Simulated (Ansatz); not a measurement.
Input file:

```
crystal:
  periodic: [false, false, false]
  atoms:
    - { symbol: Si, position_ang: [0.0, 0.0, 0.0] }
    - { symbol: Si, position_ang: [0.0, 0.0, 2.22] }
    - { symbol: H, position_ang: [-1.3148, -0.4067, 2.7074] }
    - { symbol: H, position_ang: [1.0096, -0.9353, 2.7074] }
    - { symbol: H, position_ang: [0.3052, 1.342, 2.7074] }
    - { symbol: F, position_ang: [1.4994, 0.0, -0.5295] }
    - { symbol: H, position_ang: [-0.6877, 1.1914, -0.4862] }
    - { symbol: H, position_ang: [-0.6877, -1.1914, -0.4862] }
basis:
  gaussian: { orbitals: "6-31G*" }
hamiltonian:
  xc: r2scan
relax:
  f_tol: 0.02
  max_steps: 40
output:
  orbitals: {}
```

Command:

```sh
ansatz run input.yaml --threads 1 --pin off --max-ram 2048MiB --backend cpu --events-out ev --progress --plain --runs-dir out
```

The fields are those of the run's last geometry, not of the input's.

Method: RKS r2SCAN/6-31G* in Ansatz 0.2.0.

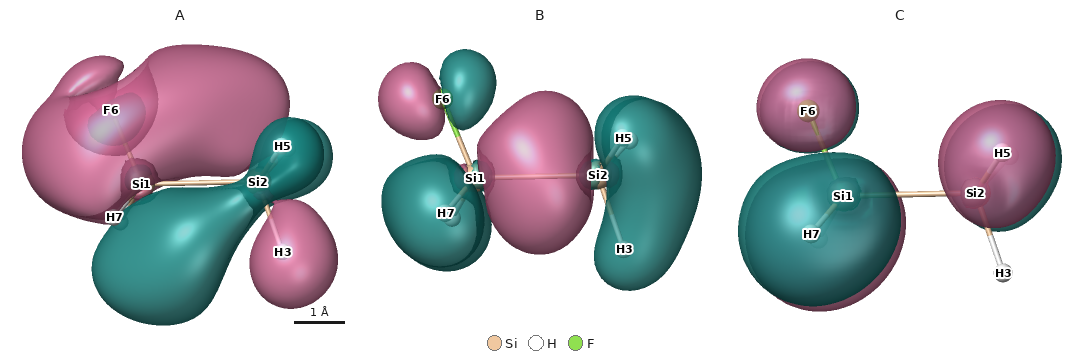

FH$_{5}$Si$_{2}$. Three frontier orbitals at ±0.06 Å⁻³ᐟ² (teal and pink are the two phases), in no order.

Which picture is the HOMO−1, the HOMO and the LUMO?

Answer. C is the HOMO−1 (−8.44 eV). By Hirshfeld shares it lies mainly on Si1 (about 25 %), H7 (about 20 %), H8 (about 20 %), F6 (about 20 %) and Si2 (about 5 %). B is the HOMO (−7.42 eV). By Hirshfeld shares it lies mainly on Si2 (about 35 %), Si1 (about 30 %) and F6 (about 10 %). A is the LUMO (−0.83 eV). It lies mainly on Si1 (about 45 %), Si2 (about 25 %), F6 (about 10 %) and H3 (about 5 %).

What is the HOMO–LUMO gap?

Answer. 6.59 eV between the orbital energies.
